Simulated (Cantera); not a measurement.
Feed: 1 mol SiHCl₃, 4 mol HCl, a varied amount of H₂, at 1800 K and 17.3 Torr.

Method: chemical equilibrium by Gibbs-energy minimisation in Cantera with the NASA 1993 tables (ideal gas, pure condensed phases). Candidate condensed phases: Si; 19 gas species. The tables' values for SiCl₃, SiCl are old estimates; treat these amounts as uncertain. Gases not in the tables: Si₂H₆ and higher silanes. Rates play no part.

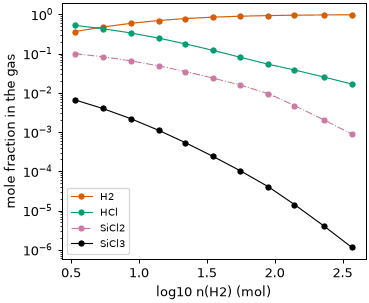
*Equilibrium gas composition (values under 1e-9 drawn at 1e-9)*

Q: Read off the mole fractions at 56 mol H₂.

A: H₂ about 0.90, HCl about 0.081, SiCl₂ about 0.016, SiCl₃ about 0.00010.
